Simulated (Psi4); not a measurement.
# C3H5F (allyl fluoride) at CCSD(T)/def2-SVP

What is the vertical ionisation energy of C3H5F (allyl fluoride) at CCSD(T)/def2-SVP? 

Program for the calculation: Psi4 1.11.

1 further run of the same task is left out (set aside as unsound or not needed).

## Step 1: The system as given

C3H5F has 9 atoms, charge 0, and is taken as a singlet. SMILES: `C=CCF`. The shape is that of a PBE0-D4/def2-TZVP optimisation. This is one conformer, not always the lowest.

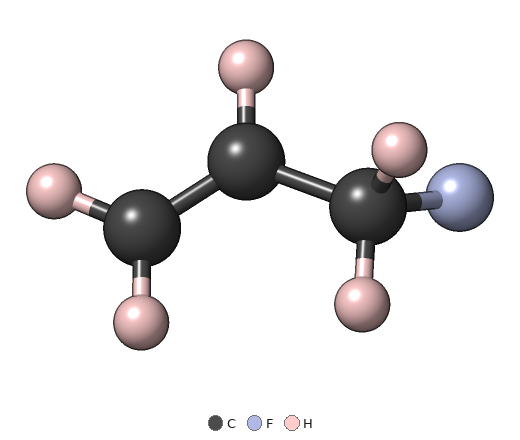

The structure, seen from a chosen angle (carbon dark grey, fluorine light blue, hydrogen pink).

## Step 2: The energy at CCSD(T)/def2-SVP

File job.json:

```json
{
  "schema_name": "qcschema_input",
  "schema_version": 1,
  "molecule": {
    "schema_name": "qcschema_molecule",
    "schema_version": 2,
    "symbols": ["C", "C", "C", "F", "H", "H", "H", "H", "H"],
    "geometry": [-1.0922617, 2.12121757, -1.14895348, 0.66612846, 0.40704701, -0.66782921, 0.37889009, -1.61155844, 1.26328191, 0.8135271, -3.96502335, 0.19331898, -0.79840929, 3.60786512, -2.52599691, -2.89449351, 2.1051549, -0.1683746, 2.45626602, 0.43595982, -1.67524221, 1.75706735, -1.38101185, 2.79150343, -1.52463104, -1.61061358, 2.06868319],
    "molecular_charge": 0,
    "molecular_multiplicity": 1,
    "fix_symmetry": "c1"
  },
  "driver": "energy",
  "model": {
    "method": "ccsd(t)",
    "basis": "def2-SVP"
  },
  "keywords": {
    "puream": true,
    "e_convergence": 1e-09,
    "d_convergence": 1e-08,
    "scf_type": "pk",
    "num_frozen_docc": 4
  }
}
```

The run is started by

```bash
psi4 --qcschema job.json -n 1 --memory 1600MB
```

stdout:

```text
[...]
  Running in c1 symmetry.
[...]
  Nuclear repulsion =  114.580608380919870
[...]
  Multiplicity = 1
[...]
  Nalpha       = 16
  Nbeta        = 16
[...]
    Number of basis functions: 81
[...]
   @RHF iter   1:  -215.68054943549737   -6.97006e-01   4.27826e-03 ADIIS/DIIS
[...]
   @RHF iter  12:  -215.75517606253345   -3.15481e-12   4.39090e-09 DIIS
[...]
    Orbital Energies [Eh]
    ---------------------
    Doubly Occupied:
       1A    -26.259840     2A    -11.315739     3A    -11.247006
       4A    -11.244912     5A     -1.555110     6A     -1.072591
       7A     -0.930508     8A     -0.783196     9A     -0.704968
      10A     -0.685754    11A     -0.670842    12A     -0.618756
      13A     -0.572301    14A     -0.523301    15A     -0.501482
      16A     -0.387823
[...]
  @RHF Final Energy:  -215.75517606253345
   => Energetics <=
    Nuclear Repulsion Energy =            114.5806083809198697
    One-Electron Energy =                -522.5233104322463760
    Two-Electron Energy =                 192.1875259887930270
    Total Energy =                       -215.7551760625334509
[...]
 Multipole Moments:
 ------------------------------------------------------------------------------------
     Multipole            Electronic (a.u.)      Nuclear  (a.u.)        Total (a.u.)
 ------------------------------------------------------------------------------------
 L = 1.  Multiply by 2.5417464519 to convert [e a0] to [Debye]
 Dipole X            :          1.2295657           -1.3622171           -0.1326515
 Dipole Y            :         -4.7721099            5.5635043            0.7913944
 Dipole Z            :          0.0664824            0.2285317            0.2950141
 Magnitude           :                                                    0.8549473
[...]
      * MP2 total energy                      = -216.343443750405470
[...]
      * CCSD total energy                     = -216.383563823804593
[...]
      * CCSD(T) total energy                  = -216.400928923436624
[...]
```

The result, in JSON:

```text
{
 "driver": "energy",
 "model": {
  "method": "ccsd(t)",
  "basis": "def2-SVP"
 },
 "success": true,
 "return_result": -216.40092892343662,
 "properties": {
  "calcinfo_nbasis": 81,
  "calcinfo_nmo": 81,
  "calcinfo_nalpha": 16,
  "calcinfo_nbeta": 16,
  "calcinfo_natom": 9,
  "nuclear_repulsion_energy": 114.58060838091987,
  "return_energy": -216.40092892343662,
  "scf_one_electron_energy": -522.5233104322464,
  "scf_two_electron_energy": 192.18752598879303,
  "scf_dipole_moment": [-0.1326514559569809, 0.7913944498513441, 0.29501414622611566],
  "scf_total_energy": -215.75517606253345,
  "scf_iterations": 12,
  "mp2_same_spin_correlation_energy": -0.14267139366050652,
  "mp2_opposite_spin_correlation_energy": -0.44559629421293545,
  "mp2_singles_energy": -8.276256121890367e-28,
  "mp2_doubles_energy": -0.588267687873442,
  "mp2_correlation_energy": -0.588267687873442,
  "mp2_total_energy": -216.34344375040547,
  "ccsd_same_spin_correlation_energy": -0.1296045122661854,
  "ccsd_opposite_spin_correlation_energy": -0.4987832490063663,
  "ccsd_singles_energy": 0.0,
  "ccsd_doubles_energy": -0.6283877612725517,
  "ccsd_correlation_energy": -0.6283877612725516,
  "ccsd_total_energy": -216.3835638238046,
  "ccsd_iterations": 16,
  "ccsd_prt_pr_correlation_energy": -0.6457528609046027,
  "ccsd_prt_pr_total_energy": -216.40092892343662
 }
}
```

Wall time 37 s (1 thread of Intel Xeon Platinum 8259CL at 2.50GHz (Skylake/Cascade Lake), shared host); peak memory 0.46 GiB.

## Step 3: The doublet cation at the same level

File c3h5f.in:

```
memory 1600 MB

molecule m {
  1 2
  C     -0.578000     1.122500    -0.608000
  C      0.352500     0.215400    -0.353400
  C      0.200500    -0.852800     0.668500
  F      0.430500    -2.098200     0.102300
  H     -0.422500     1.909200    -1.336700
  H     -1.531700     1.114000    -0.089100
  H      1.299800     0.230700    -0.886500
  H      0.929800    -0.730800     1.477200
  H     -0.806800    -0.852300     1.094700
  units angstrom
  symmetry c1
}

set {
  basis           def2-SVP
  reference       uhf
  puream          true
  e_convergence   1e-09
  d_convergence   1e-08
  scf_type        pk
  num_frozen_docc 4
  maxiter         200
}

energy("ccsd(t)")
```

The run is started by

```bash
psi4 c3h5f.in c3h5f.out -n 1
```

c3h5f.out:

```text
[...]
  Running in c1 symmetry.
[...]
  Nuclear repulsion =  114.580608246719862
[...]
  Multiplicity = 2
[...]
  Nalpha       = 16
  Nbeta        = 15
[...]
    Number of basis functions: 81
[...]
   @UHF iter   1:  -215.29409620613279   -3.10552e-01   3.95858e-03 ADIIS/DIIS
[...]
   @UHF iter  18:  -215.41731315931659   -6.36646e-12   9.10055e-09 DIIS
[...]
   @S^2 Observed:                7.545055078E-01
[...]
    Orbital Energies [Eh]
    ---------------------
    Alpha Occupied:
       1A    -26.469226     2A    -11.584226     3A    -11.581752
       4A    -11.541761     5A     -1.761361     6A     -1.410878
       7A     -1.198171     8A     -1.062316     9A     -0.965535
      10A     -0.930644    11A     -0.904933    12A     -0.874012
      13A     -0.836282    14A     -0.765969    15A     -0.756224
      16A     -0.721694
    Alpha Virtual:
      17A     -0.166762    18A     -0.016380    19A     -0.005588
      20A      0.028561    21A      0.060677    22A      0.076229
      23A      0.117718    24A      0.181515    25A      0.249465
[...]
  @UHF Final Energy:  -215.41731315931659
   => Energetics <=
    Nuclear Repulsion Energy =            114.5806082467198621
    One-Electron Energy =                -514.1894964398528600
    Two-Electron Energy =                 184.1915750338164059
    Total Energy =                       -215.4173131593165920
  UHF NO Occupations:
  HONO-2 :   14  A 1.9994156
  HONO-1 :   15  A 1.9990348
[...]
 Multipole Moments:
 ------------------------------------------------------------------------------------
     Multipole            Electronic (a.u.)      Nuclear  (a.u.)        Total (a.u.)
 ------------------------------------------------------------------------------------
 L = 1.  Multiply by 2.5417464519 to convert [e a0] to [Debye]
 Dipole X            :          0.8583930           -1.3622171           -0.5038241
 Dipole Y            :         -2.8645247            5.5635044            2.6989797
 Dipole Z            :         -0.5134913            0.2285317           -0.2849595
 Magnitude           :                                                    2.7603500
[...]
      * MP2 total energy                      = -215.954050776398702
[...]
      * CCSD total energy                     = -215.999790030561087
[...]
      * CCSD(T) total energy                     = -216.013737102541342
[...]
```

Run time: 2.6 min. Hardware: 1 thread of Intel Xeon Platinum 8259CL at 2.50GHz (Skylake/Cascade Lake), shared host; peak memory 0.49 GiB.

## Step 4: Summary of results

At CCSD(T)/def2-SVP, 4 core orbitals frozen:

| quantity | value |
| --- | --- |
| singlet C3H5F: total energy | -216.40093 Eh |
| singlet C3H5F: HOMO energy (Hartree–Fock orbitals) | -10.55 eV |
| singlet C3H5F: LUMO energy (Hartree–Fock orbitals) | 4.10 eV |
| singlet C3H5F: HOMO–LUMO gap (Hartree–Fock orbitals) | 14.66 eV |
| singlet C3H5F: correlation energy (4 core orbitals frozen) | -645.8 mEh |
| singlet C3H5F: (T) correction | -17.37 mEh |
| singlet C3H5F: T1 diagnostic | 0.010 |
| doublet cation: total energy | -216.01374 Eh |
| doublet cation: HOMO energy (Hartree–Fock orbitals) (highest over α and β) | -19.64 eV |
| doublet cation: LUMO energy (Hartree–Fock orbitals) (lowest over α and β) | -7.93 eV |
| doublet cation: correlation energy (4 core orbitals frozen) | -596.4 mEh |
| doublet cation: (T) correction | -13.95 mEh |
| doublet cation: ⟨S²⟩ of the reference determinant | 0.755 |
| doublet cation: T1 diagnostic | 0.026 |
| vertical ionisation energy (to the doublet cation) | 10.536 eV |

What this shows: The vertical ionisation energy comes to 10.54 eV (1017 kJ/mol). The triples (singlet C3H5F) make up 2.7 % of the correlation energy. The triples (doublet cation) make up 2.3 % of the correlation energy.
